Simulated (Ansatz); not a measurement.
Run report: HfNH$_{5}$O$_{2}$F$_{2}$, nudged elastic band

HfNH$_{5}$O$_{2}$F$_{2}$, computed with RKS PBE0-D4/def2-SVP (Ansatz 0.2.0).

One setting was made poor on purpose. It belongs to a series of runs on one base structure; here: band between the two ends. Figures and captions count atoms from 1; the log counts them from 0 in places.

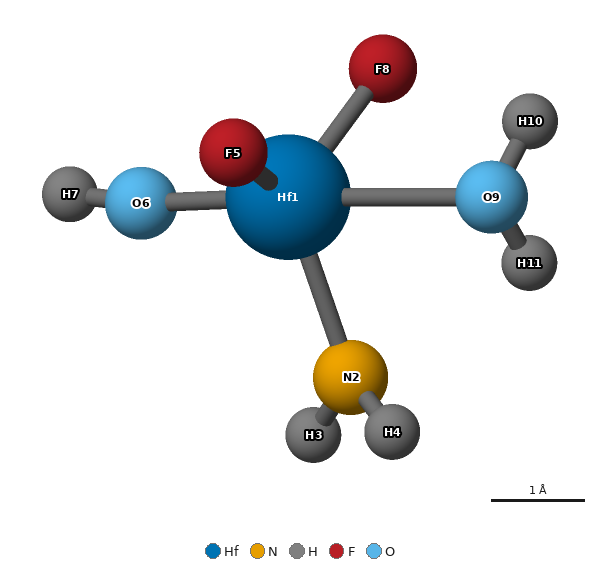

**Figure 1.** The input geometry (ball-and-stick view, seen at a tilt; atoms are numbered from 1 in the order of the input). Sticks mark near contacts. Bond lengths as drawn: F–Hf 1.93 to 1.96 Å, Hf–N 2.06 Å, Hf–O 1.92 to 2.39 Å, H–N 1.02 Å and H–O 0.95 to 0.97 Å.

## Input file
```yaml
crystal:
  periodic: [false, false, false]
  atoms:
    - { symbol: Hf, position_ang: [0.045328, -0.097793, 0.187871] }
    - { symbol: "N", position_ang: [-0.090062, 0.119774, 2.23668] }
    - { symbol: H, position_ang: [-0.827169, 0.677405, 2.663691] }
    - { symbol: H, position_ang: [0.665566, 0.042546, 2.915245] }
    - { symbol: F, position_ang: [1.732113, 0.398708, -0.602191] }
    - { symbol: O, position_ang: [-1.215969, 1.239119, -0.36736] }
    - { symbol: H, position_ang: [-1.858745, 1.830054, -0.751808] }
    - { symbol: F, position_ang: [-0.782372, -1.701106, -0.564687] }
    - { symbol: O, position_ang: [1.260581, -1.960446, 1.069018] }
    - { symbol: H, position_ang: [0.984289, -2.715326, 0.530974] }
    - { symbol: H, position_ang: [0.79684, -2.068535, 1.912467] }
basis:
  gaussian: { orbitals: def2-SVP }
hamiltonian:
  xc: pbe0
  dispersion: d4
neb:
  order_check: false
  images: 7
  f_tol: 0.05
  max_iterations: 60
  initial_path: linear
  final_atoms:
    - { symbol: Hf, position_ang: [0.2681498, -0.4162391, -0.0342434] }
    - { symbol: "N", position_ang: [0.36424198, 0.04846069, 2.34573648] }
    - { symbol: H, position_ang: [-0.48648475, 0.51628741, 2.6580348] }
    - { symbol: H, position_ang: [1.15623373, 0.63726088, 2.60272255] }
    - { symbol: F, position_ang: [1.94400067, 0.56564673, 0.05523377] }
    - { symbol: O, position_ang: [-1.39853772, 0.60190315, 0.1092157] }
    - { symbol: H, position_ang: [-2.17128556, 0.84636142, -0.40178409] }
    - { symbol: F, position_ang: [0.24331828, -0.82117543, -1.92182296] }
    - { symbol: O, position_ang: [0.23142694, -2.25386507, 0.66091107] }
    - { symbol: H, position_ang: [0.11431157, -3.1320286, 0.29477436] }
    - { symbol: H, position_ang: [0.44502507, -0.82821207, 2.86112173] }
```

Launched with:
```bash
ansatz run input.yaml --threads 4 --pin off --max-ram 5120MiB --backend cpu --events-out ev --progress --plain --runs-dir out
```

## Output
```
Engine: ansatz 0.2.0, aarch64-unknown-linux-gnu
Functional definition: PBE0
  parameter a = 0.25
  parameter kappa = 0.804
  parameter beta = 0.06672455060314922
  exchange = (1 - a)*pbe_x(kappa = kappa, mu = beta*pi^2/3) + a*exact_x
  correlation = pbe_c(beta = beta)
1325 factors; integrals over basis functions are off by at most 4.1e-4 eV
mean field evaluation 1: about -12378.3976 eV, gradient 9.3e1 eV
mean field evaluation 2: about -12341.0381 eV, gradient 1.7e2 eV
mean field evaluation 4: about -12393.7116 eV, gradient 8.4e0 eV
mean field evaluation 8: about -12393.8895 eV, gradient 7.1e-1 eV
mean field evaluation 16: about -12393.8904 eV, gradient 1.8e-4 eV
mean field -12393.89037559 eV, -455.4670704223 hartree, gradient 2.5e-5 eV, S^2 0.000000; 0 other end points of the search recorded, 0 dependent functions left out
the calculation of the forces begins
reference -12393.89043710 eV, -455.4670726827 hartree; 29, 29 occupied and 98, 98 virtual orbitals, 1325 factors
1325 factors; integrals over basis functions are off by at most 1.2e-3 eV
mean field evaluation 32: about -12394.8835 eV, gradient 3.5e-3 eV
mean field -12394.88348197 eV, -455.5035664086 hartree, gradient 7.1e-5 eV, S^2 0.000000; 0 other end points of the search recorded, 0 dependent functions left out
[... from here on the field's lines of each further geometry are left out, up to the last ...]
NEB iter   1: max|band force component| = 6.660e0 eV/Å  barrier→ = 3.1719 eV  barrier← = 4.1654 eV  Δτ_max = 0.2000 Å  (252 SCF iters)
NEB iter   2: max|band force component| = 3.000e0 eV/Å  barrier→ = 0.6841 eV  barrier← = 1.6775 eV  Δτ_max = 0.2000 Å  (238 SCF iters)
NEB iter   3: max|band force component| = 1.081e1 eV/Å  barrier→ = 0.3066 eV  barrier← = 1.3000 eV  Δτ_max = 0.1010 Å  (233 SCF iters)
NEB iter   4: max|band force component| = 2.855e0 eV/Å  barrier→ = 0.1804 eV  barrier← = 1.1739 eV  Δτ_max = 0.1396 Å  (209 SCF iters)
NEB iter   5: max|band force component| = 1.198e0 eV/Å  barrier→ = 0.1471 eV  barrier← = 1.1405 eV  Δτ_max = 0.1908 Å  (214 SCF iters)
NEB iter   6: max|band force component| = 6.692e-1 eV/Å  barrier→ = 0.0962 eV  barrier← = 1.0896 eV  Δτ_max = 0.0913 Å  (214 SCF iters)
NEB iter   7: max|band force component| = 3.978e-1 eV/Å  barrier→ = 0.0849 eV  barrier← = 1.0784 eV  CI = image 2  Δτ_max = 0.2000 Å  (212 SCF iters)
NEB iter   8: max|band force component| = 6.436e-1 eV/Å  barrier→ = 0.1634 eV  barrier← = 1.1569 eV  CI = image 2  Δτ_max = 0.1000 Å  (220 SCF iters)
NEB iter   9: max|band force component| = 8.263e-1 eV/Å  barrier→ = 0.1584 eV  barrier← = 1.1518 eV  CI = image 2  Δτ_max = 0.0500 Å  (212 SCF iters)
NEB iter  10: max|band force component| = 1.495e-1 eV/Å  barrier→ = 0.1544 eV  barrier← = 1.1478 eV  CI = image 2  Δτ_max = 0.1002 Å  (216 SCF iters)
NEB iter  11: max|band force component| = 1.778e-1 eV/Å  barrier→ = 0.1529 eV  barrier← = 1.1463 eV  CI = image 2  Δτ_max = 0.0501 Å  (214 SCF iters)
NEB iter  12: max|band force component| = 9.007e-2 eV/Å  barrier→ = 0.1507 eV  barrier← = 1.1441 eV  CI = image 2  Δτ_max = 0.0500 Å  (210 SCF iters)
NEB iter  13: max|band force component| = 9.956e-2 eV/Å  barrier→ = 0.1497 eV  barrier← = 1.1431 eV  CI = image 2  Δτ_max = 0.0253 Å  (214 SCF iters)
NEB iter  14: max|band force component| = 5.541e-2 eV/Å  barrier→ = 0.1486 eV  barrier← = 1.1420 eV  CI = image 2  Δτ_max = 0.0250 Å  (217 SCF iters)
NEB iter  15: max|band force component| = 5.131e-2 eV/Å  barrier→ = 0.1475 eV  barrier← = 1.1409 eV  CI = image 2  Δτ_max = 0.0250 Å  (217 SCF iters)
NEB iter  16: max|band force component| = 4.147e-2 eV/Å  barrier→ = 0.1465 eV  barrier← = 1.1400 eV  CI = image 2  Δτ_max = 0.0250 Å  (217 SCF iters)
NEB iter  17: max|band force component| = 5.302e-2 eV/Å  barrier→ = 0.1456 eV  barrier← = 1.1391 eV  CI = image 2  Δτ_max = 0.0501 Å  (31 SCF iters)
NEB iter  18: max|band force component| = 3.666e-2 eV/Å  barrier→ = 0.1447 eV  barrier← = 1.1381 eV  CI = image 2  Δτ_max = 0.0272 Å  (212 SCF iters)
NEB iter  19: max|band force component| = 4.472e-2 eV/Å  barrier→ = 0.1440 eV  barrier← = 1.1375 eV  CI = image 2  Δτ_max = 0.0268 Å  (31 SCF iters)
NEB iter  20: max|band force component| = 7.495e-2 eV/Å  barrier→ = 0.1435 eV  barrier← = 1.1369 eV  CI = image 2  Δτ_max = 0.0501 Å  (31 SCF iters)
NEB iter  21: max|band force component| = 9.140e-2 eV/Å  barrier→ = 0.1431 eV  barrier← = 1.1366 eV  CI = image 2  Δτ_max = 0.0250 Å  (214 SCF iters)
NEB iter  22: max|band force component| = 6.969e-2 eV/Å  barrier→ = 0.1428 eV  barrier← = 1.1363 eV  CI = image 2  Δτ_max = 0.0250 Å  (217 SCF iters)
NEB iter  23: max|band force component| = 5.495e-2 eV/Å  barrier→ = 0.1426 eV  barrier← = 1.1361 eV  CI = image 2  Δτ_max = 0.0161 Å  (216 SCF iters)
the calculation of the forces begins
reference -12394.87531863 eV, -455.5032664114 hartree; 29, 29 occupied and 98, 98 virtual orbitals, 1325 factors
1325 factors; integrals over basis functions are off by at most 1.0e-3 eV
mean field evaluation 1312: about -12393.7478 eV, gradient 2.3e-4 eV
mean field -12393.74778983 eV, -455.4618304921 hartree, gradient 7.5e-6 eV, S^2 0.000000; 1 other end points of the search recorded, 0 dependent functions left out
the calculation of the forces begins
reference -12393.74785189 eV, -455.4618327728 hartree; 29, 29 occupied and 98, 98 virtual orbitals, 1325 factors
NEB iter  24: max|band force component| = 3.700e-2 eV/Å  barrier→ = 0.1425 eV  barrier← = 1.1360 eV  CI = image 2  Δτ_max = 0.0000 Å  (416 SCF iters)
```

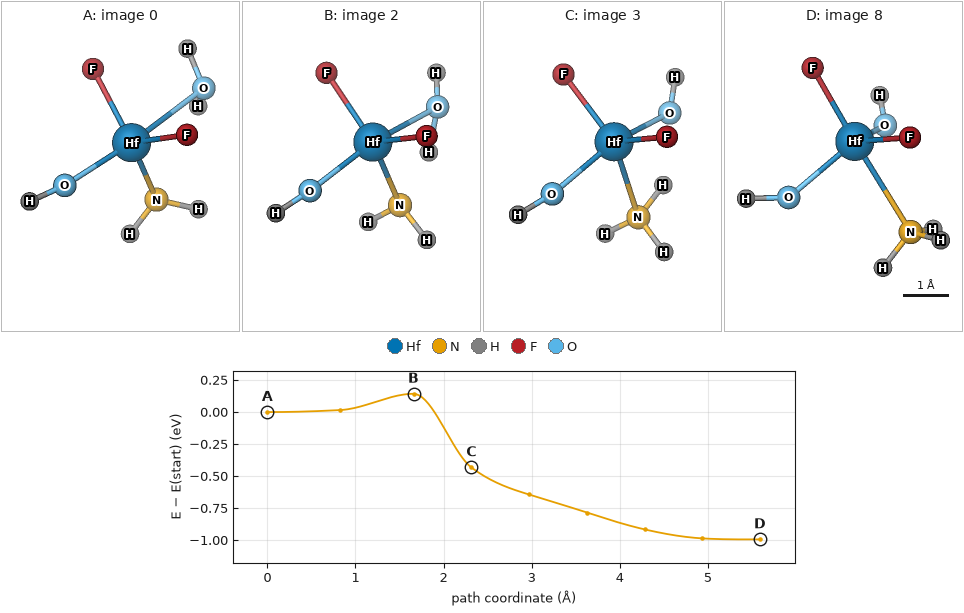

**Figure 2.** Images of the last band (counted from 0; ball-and-stick, seen at a tilt) above the energy along the path; the line is a cubic interpolation that uses the forces. The highest image is number 2, 0.143 eV above the start and 1.136 eV above the end (the climbing image); the end lies 0.993 eV below the start. The path is 5.59 Å long. The band converged in 24 iterations.

```
Total energy: -12393.91540023 eV, -455.4679900609 hartree
Atom 0 at     0.103364    -0.261564     0.005010 Å, force     0.003935     0.002423     0.001409 eV/Å
Atom 1 at     0.099933    -0.098485     2.206334 Å, force     0.004297    -0.000025    -0.000132 eV/Å
Atom 2 at    -0.797222    -0.045191     2.688160 Å, force    -0.000391    -0.000490    -0.000190 eV/Å
Atom 3 at     0.706175     0.590001     2.653269 Å, force    -0.000694     0.000420    -0.000009 eV/Å
Atom 4 at     1.729642     0.301400    -0.842638 Å, force    -0.000798     0.000461     0.000441 eV/Å
Atom 5 at    -1.072052     1.228751    -0.301465 Å, force    -0.010021    -0.008638     0.004357 eV/Å
Atom 6 at    -1.756393     1.885149    -0.407850 Å, force     0.006404     0.005496    -0.004128 eV/Å
Atom 7 at    -0.933716    -1.625630    -0.879566 Å, force    -0.001186    -0.000253    -0.002376 eV/Å
Atom 8 at     1.058413    -1.956159     1.085943 Å, force    -0.003171    -0.000898     0.004382 eV/Å
Atom 9 at     0.896518    -2.903801     1.065158 Å, force     0.001165     0.000713    -0.002299 eV/Å
Atom 10 at     0.675738    -1.350071     1.957544 Å, force     0.000459     0.000790    -0.001455 eV/Å
Dipole moment:    -0.359372     0.085800     0.747362 e Å
this run last wrote the band of iteration 24 to [file]; this run last wrote the band within `neb.f_tol` of iteration 19 to [file]
```

## The last band as extended XYZ (Å, eV, eV/Å)
```
11
Properties=species:S:1:pos:R:3:forces:R:3 image=0 energy=-12394.05786
Hf    0.0453   -0.0978    0.1879   -0.0082   0.0108  -0.0048
N    -0.0901    0.1198    2.2367    0.0015   0.0040   0.0174
H    -0.8272    0.6774    2.6637    0.0175  -0.0109  -0.0047
H     0.6656    0.0425    2.9152   -0.0225   0.0042  -0.0165
F     1.7321    0.3987   -0.6022    0.0004  -0.0041  -0.0031
O    -1.2160    1.2391   -0.3674    0.0040  -0.0019   0.0073
H    -1.8587    1.8301   -0.7518   -0.0008  -0.0004  -0.0025
F    -0.7824   -1.7011   -0.5647    0.0069   0.0027   0.0049
O     1.2606   -1.9604    1.0690    0.0160   0.0208  -0.0002
H     0.9843   -2.7153    0.5310   -0.0063  -0.0234  -0.0208
H     0.7968   -2.0685    1.9125   -0.0086  -0.0019   0.0231
11
Properties=species:S:1:pos:R:3:forces:R:3 image=1 energy=-12394.04200
Hf    0.0453   -0.1483    0.1307    0.0027   0.0082  -0.0075
N    -0.0113   -0.0031    2.2189   -0.0204  -0.0037   0.0050
H    -0.8876    0.1940    2.6998    0.0012   0.0161   0.0019
H     0.7278    0.4371    2.7660    0.0105  -0.0042   0.0072
F     1.7175    0.3625   -0.6724   -0.0079   0.0005   0.0122
O    -1.1478    1.2632   -0.3871    0.0000   0.0004  -0.0074
H    -1.7699    1.9306   -0.6644   -0.0048   0.0019  -0.0139
F    -0.9452   -1.6688   -0.5595    0.0022  -0.0002   0.0210
O     1.2453   -1.9937    1.0296    0.0472   0.0157  -0.0366
H     0.8962   -2.8566    0.7752   -0.0197  -0.0062  -0.0016
H     0.8402   -1.7525    1.8931   -0.0111  -0.0284   0.0198
11
Properties=species:S:1:pos:R:3:forces:R:3 image=2 energy=-12393.91534
Hf    0.1034   -0.2616    0.0050    0.0039   0.0024   0.0014
N     0.0999   -0.0985    2.2063    0.0043   0.0000  -0.0001
H    -0.7972   -0.0452    2.6882   -0.0004  -0.0005  -0.0002
H     0.7062    0.5900    2.6533   -0.0007   0.0004   0.0000
F     1.7296    0.3014   -0.8426   -0.0008   0.0005   0.0004
O    -1.0721    1.2288   -0.3015   -0.0100  -0.0086   0.0044
H    -1.7564    1.8851   -0.4078    0.0064   0.0055  -0.0041
F    -0.9337   -1.6256   -0.8796   -0.0012  -0.0003  -0.0024
O     1.0584   -1.9562    1.0859   -0.0032  -0.0009   0.0044
H     0.8965   -2.9038    1.0652    0.0012   0.0007  -0.0023
H     0.6757   -1.3501    1.9575    0.0005   0.0008  -0.0015
11
Properties=species:S:1:pos:R:3:forces:R:3 image=3 energy=-12394.48925
Hf    0.1281   -0.4143   -0.0538    0.0402  -0.1340  -0.0424
N     0.1610   -0.0494    2.2496    0.0269   0.0440   0.0410
H    -0.7374   -0.0020    2.7271    0.0124   0.0068   0.0234
H     0.7718    0.6600    2.6495    0.0119   0.0500   0.0266
F     1.7029    0.2224   -0.9510    0.0049  -0.0320  -0.0581
O    -1.0461    1.1388   -0.2041    0.0207  -0.1022   0.0832
H    -1.7180    1.8050   -0.3371    0.0488  -0.0692   0.0627
F    -0.9967   -1.6332   -1.0279   -0.0113   0.0114  -0.1896
O     0.9283   -2.0027    0.9747   -0.1154  -0.0371  -0.0973
H     0.9333   -2.9564    0.8871    0.0527  -0.0380  -0.1864
H     0.5832   -1.0038    2.3157   -0.0917   0.3002   0.3368
11
Properties=species:S:1:pos:R:3:forces:R:3 image=4 energy=-12394.70089
Hf    0.1160   -0.4904   -0.0663   -0.0058  -0.0194   0.0056
N     0.2819    0.0312    2.2574    0.0304   0.0222  -0.0019
H    -0.6301    0.1504    2.6977    0.0164   0.0414  -0.0152
H     0.8731    0.7969    2.5768    0.0136   0.0476  -0.0124
F     1.7096    0.1424   -0.9363    0.0172  -0.0094   0.0214
O    -1.1018    1.0393   -0.0368   -0.0235  -0.0501   0.0320
H    -1.7741    1.6905   -0.2233   -0.0209  -0.0447   0.0404
F    -0.9130   -1.5842   -1.2742    0.0553   0.0178  -0.1014
O     0.7024   -2.1160    0.9792   -0.0658  -0.0320   0.0044
H     0.7700   -3.0307    0.6972   -0.0414  -0.0154  -0.0607
H     0.6763   -0.8649    2.5585    0.0246   0.0419   0.0878
11
Properties=species:S:1:pos:R:3:forces:R:3 image=5 energy=-12394.84169
Hf    0.1013   -0.5239   -0.0610    0.0013  -0.0034   0.0024
N     0.4383    0.0898    2.2398    0.0382   0.0125   0.0041
H    -0.4809    0.2727    2.6438    0.0329   0.0282  -0.0237
H     1.0341    0.8760    2.4952    0.0341   0.0241  -0.0173
F     1.7343    0.1353   -0.8401    0.0206   0.0207   0.0478
O    -1.2043    0.9305    0.1634   -0.0420  -0.0466   0.0662
H    -1.8414    1.5105   -0.2524   -0.0342  -0.0729  -0.0162
F    -0.8059   -1.4850   -1.4665    0.0641   0.0338  -0.0830
O     0.4613   -2.1874    0.9929   -0.0715  -0.0117   0.0015
H     0.4700   -3.0871    0.6565   -0.0779  -0.0192  -0.0202
H     0.8037   -0.7671    2.6582    0.0346   0.0344   0.0385
11
Properties=species:S:1:pos:R:3:forces:R:3 image=6 energy=-12394.97304
Hf    0.0768   -0.5542   -0.0518   -0.0027   0.0021   0.0015
N     0.5810    0.1463    2.2033    0.0198   0.0072  -0.0024
H    -0.3161    0.3930    2.6234    0.0273   0.0199  -0.0081
H     1.2109    0.9309    2.3653    0.0295   0.0103  -0.0194
F     1.7645    0.1358   -0.6886    0.0142   0.0182   0.0493
O    -1.3020    0.8181    0.2612   -0.0265  -0.0332   0.0238
H    -1.9435    1.3096   -0.2540   -0.0324  -0.0556  -0.0010
F    -0.6754   -1.3750   -1.6294    0.0500   0.0294  -0.0545
O     0.2209   -2.2287    1.0018   -0.0464  -0.0063   0.0078
H     0.1541   -3.1388    0.7036   -0.0620  -0.0128  -0.0082
H     0.9392   -0.6726    2.6951    0.0291   0.0208   0.0113
11
Properties=species:S:1:pos:R:3:forces:R:3 image=7 energy=-12395.04342
Hf    0.0595   -0.5802   -0.0397   -0.0208  -0.0112  -0.0013
N     0.6968    0.1941    2.1616    0.0238   0.0146  -0.0077
H    -0.1423    0.5109    2.6478    0.0055   0.0041  -0.0029
H     1.3644    0.9648    2.1740    0.0083  -0.0004   0.0012
F     1.8008    0.1165   -0.5307    0.0170   0.0142   0.0254
O    -1.3698    0.7279    0.2833   -0.0080  -0.0054  -0.0037
H    -2.1091    1.1108   -0.1908   -0.0150  -0.0187   0.0038
F    -0.5275   -1.2623   -1.7489    0.0163   0.0102  -0.0090
O     0.0283   -2.2628    0.9784   -0.0135  -0.0132   0.0004
H    -0.1840   -3.1792    0.7946   -0.0228  -0.0023  -0.0031
H     1.0932   -0.5761    2.7003    0.0091   0.0080  -0.0031
11
Properties=species:S:1:pos:R:3:forces:R:3 image=8 energy=-12395.05129
Hf    0.0301   -0.5816   -0.0357    0.0110   0.0000   0.0215
N     0.7886    0.2282    2.1226   -0.0041  -0.0043  -0.0091
H     0.1019    0.8599    2.5342   -0.0013   0.0004  -0.0015
H     1.6772    0.7257    2.0690    0.0025   0.0019   0.0017
F     1.7648    0.1426   -0.5325   -0.0060  -0.0019   0.0040
O    -1.4264    0.6824    0.3051   -0.0285   0.0105  -0.0099
H    -2.2754    0.9563   -0.0445    0.0306  -0.0087   0.0110
F    -0.5260   -1.2669   -1.7529   -0.0054  -0.0027  -0.0115
O    -0.0168   -2.2626    0.9807   -0.0013   0.0025  -0.0069
H    -0.3160   -3.1599    0.8245    0.0030   0.0016   0.0034
H     0.9083   -0.5598    2.7593   -0.0006   0.0006  -0.0027
```

## Key numbers

```csv
quantity,value
outcome,converged
"barrier, forward",0.142 eV
"barrier, backward",1.136 eV
hardware,"4 threads of Arm Neoverse V1, 24 GiB of memory available, shared host"
wall time,6.8 min (CPU time 26 min)
peak memory,0.33 GiB
```

## Notes

A deliberately poor setting: straight start. The order of the saddle point was not checked.
